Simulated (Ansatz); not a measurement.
**Phonon calculation of C2H10AlNO**

- system: C2H10AlNO
- method: RKS PBE0-D4/6-31G* (Ansatz 0.2.0)

It belongs to a series of runs on one base structure; here: vibrations at the highest image of the band. Figures and captions count atoms from 1; the log counts them from 0 in places.

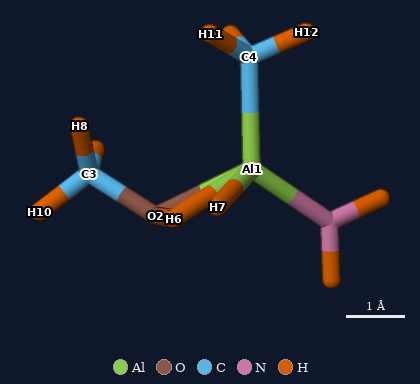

Fig. 1: The structure (stick view, seen on its broad side; atoms are numbered from 1 in the order of the input). Sticks mark near contacts.

The input:
```yaml
crystal:
  periodic: [false, false, false]
  atoms:
    - { symbol: Al, position_ang: [-0.79768, 0.014504, -0.128975] }
    - { symbol: O, position_ang: [0.554632, 1.279387, 0.213018] }
    - { symbol: C, position_ang: [1.903541, 0.913701, 0.450007] }
    - { symbol: C, position_ang: [-0.225148, -1.848135, 0.04572] }
    - { symbol: "N", position_ang: [-1.914566, 0.541634, -1.413811] }
    - { symbol: H, position_ang: [-0.220479, 1.190488, 1.161406] }
    - { symbol: H, position_ang: [-1.128164, 0.748122, 1.495567] }
    - { symbol: H, position_ang: [1.985167, 0.140734, 1.225851] }
    - { symbol: H, position_ang: [2.342647, 0.525933, -0.474767] }
    - { symbol: H, position_ang: [2.468393, 1.795892, 0.766045] }
    - { symbol: H, position_ang: [0.157718, -2.074544, 1.048057] }
    - { symbol: H, position_ang: [-1.047247, -2.547367, -0.149297] }
    - { symbol: H, position_ang: [0.572814, -2.087942, -0.668922] }
    - { symbol: H, position_ang: [-2.177847, 1.498526, -1.601638] }
    - { symbol: H, position_ang: [-2.473581, -0.091034, -1.968261] }
basis:
  gaussian: { orbitals: "6-31G*" }
hamiltonian:
  xc: pbe0
  dispersion: d4
phonons: {}
```

Hardware: 2 threads of Arm Neoverse V1, 24 GiB of memory available, shared host.

Launched with:
```bash
ansatz run input.yaml --threads 2 --pin off --max-ram 3072MiB --backend cpu --events-out ev --progress --plain --runs-dir out
```

Output:
```
Engine: ansatz 0.2.0, aarch64-unknown-linux-gnu
Functional definition: PBE0
  parameter a = 0.25
  parameter kappa = 0.804
  parameter beta = 0.06672455060314922
  exchange = (1 - a)*pbe_x(kappa = kappa, mu = beta*pi^2/3) + a*exact_x
  correlation = pbe_c(beta = beta)
1137 factors; integrals over basis functions are off by at most 4.6e-4 eV
mean field evaluation 1: about -12349.3862 eV, gradient 7.6e1 eV
mean field evaluation 2: about -12337.6427 eV, gradient 1.0e2 eV
mean field evaluation 4: about -12360.9745 eV, gradient 4.7e0 eV
mean field evaluation 8: about -12361.0404 eV, gradient 5.9e-2 eV
mean field -12361.04042169 eV, -454.2598568829 hartree, gradient 4.4e-5 eV, S^2 0.000000; 0 other end points of the search recorded, 0 dependent functions left out
the calculation of the forces begins
reference -12361.04045283 eV, -454.2598580274 hartree; 25, 25 occupied and 74, 74 virtual orbitals, 1137 factors
these checks for a lower state are left out or cut short: stability, starts, cluster_reference, orbital_swaps, neighbouring_geometries, increment
1137 factors; integrals over basis functions are off by at most 4.6e-4 eV
mean field evaluation 16: about -12361.0236 eV, gradient 1.3e-1 eV
mean field -12361.04033605 eV, -454.2598537358 hartree, gradient 1.6e-6 eV, S^2 0.000000; 0 other end points of the search recorded, 0 dependent functions left out
[... from here on the field's lines of each further geometry are left out, up to the last ...]
the calculation of the forces begins
reference -12361.04039535 eV, -454.2598559149 hartree; 25, 25 occupied and 74, 74 virtual orbitals, 1137 factors
these checks for a lower state are left out or cut short: stability, starts, cluster_reference, orbital_swaps, neighbouring_geometries, increment
1137 factors; integrals over basis functions are off by at most 4.6e-4 eV
mean field -12361.04038503 eV, -454.2598555357 hartree, gradient 2.8e-6 eV, S^2 0.000000; 0 other end points of the search recorded, 0 dependent functions left out
the calculation of the forces begins
reference -12361.04041617 eV, -454.2598566801 hartree; 25, 25 occupied and 74, 74 virtual orbitals, 1137 factors
WARN: phonons: modes at or below zero, which the zero-point energy, F, S and C_V leave out: 1, the lowest at -1231.74 cm⁻¹. A minimum has none, and a first-order saddle one
Total energy: -12361.27082372 eV, -454.2683240013 hartree
Atom 0 at    -0.797680     0.014504    -0.128975 Å, force    -0.000186    -0.000392     0.000153 eV/Å
Atom 1 at     0.554632     1.279387     0.213018 Å, force     0.000152    -0.000106    -0.000175 eV/Å
Atom 2 at     1.903541     0.913701     0.450007 Å, force    -0.000241    -0.000073    -0.000195 eV/Å
Atom 3 at    -0.225148    -1.848135     0.045720 Å, force    -0.000185    -0.000245    -0.000036 eV/Å
Atom 4 at    -1.914566     0.541634    -1.413811 Å, force     0.000097     0.000192     0.000195 eV/Å
Atom 5 at    -0.220479     1.190488     1.161406 Å, force    -0.000508    -0.000215     0.000170 eV/Å
Atom 6 at    -1.128164     0.748122     1.495567 Å, force     0.000247     0.000188    -0.000337 eV/Å
Atom 7 at     1.985167     0.140734     1.225851 Å, force     0.000504     0.000034     0.000098 eV/Å
Atom 8 at     2.342647     0.525933    -0.474767 Å, force     0.000116     0.000131     0.000061 eV/Å
Atom 9 at     2.468393     1.795892     0.766045 Å, force     0.000006    -0.000040     0.000026 eV/Å
Atom 10 at     0.157718    -2.074544     1.048057 Å, force    -0.000142     0.000156     0.000009 eV/Å
Atom 11 at    -1.047247    -2.547367    -0.149297 Å, force     0.000029     0.000092    -0.000047 eV/Å
Atom 12 at     0.572814    -2.087942    -0.668922 Å, force     0.000061     0.000336     0.000071 eV/Å
Atom 13 at    -2.177847     1.498526    -1.601638 Å, force    -0.000011    -0.000050    -0.000036 eV/Å
Atom 14 at    -2.473581    -0.091034    -1.968261 Å, force     0.000060    -0.000007     0.000044 eV/Å
Dipole moment:     0.237584    -0.024757    -0.025648 e Å
Vibrations: -1231.74 53.31 77.99 111.78 129.58 164.76 190.40 247.19 283.83 323.51 492.59 546.65 613.39 659.80 725.41 752.09 837.55 965.10 1099.87 1177.95 1203.68 1277.93 1396.96 1488.78 1492.69 1504.94 1521.83 1534.85 1612.58 1658.29 1881.01 3053.71 3058.73 3132.76 3138.50 3145.97 3158.88 3620.84 3717.28 cm⁻¹, zero-point energy 3.226872 eV
```

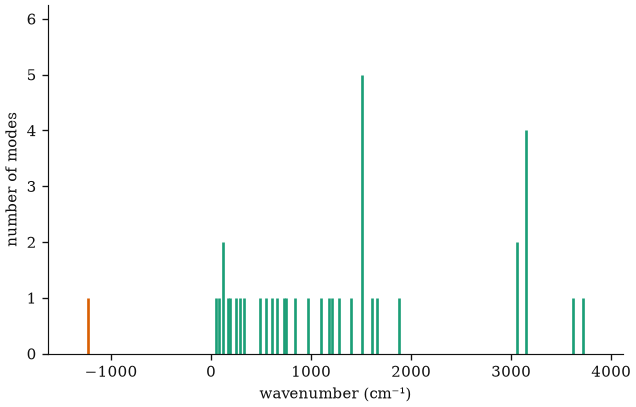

Fig. 2: Harmonic vibrational wavenumbers from the force constants; neighbouring modes closer than 22 cm⁻¹ are counted in one stick, and imaginary ones are drawn at negative wavenumbers. 39 modes from 1232i to 3717 cm⁻¹, 1 imaginary beyond 8i (1232i cm⁻¹): a first-order saddle point, if the geometry is stationary.

Summary:

```csv
quantity,value
outcome,converged
total energy,−12361.2708 eV
mean-field energy,−12361.0405 eV
largest force (length of the vector),0.001 eV/Å
wall time,3.3 min (CPU time 6.5 min)
peak memory,0.22 GiB
```
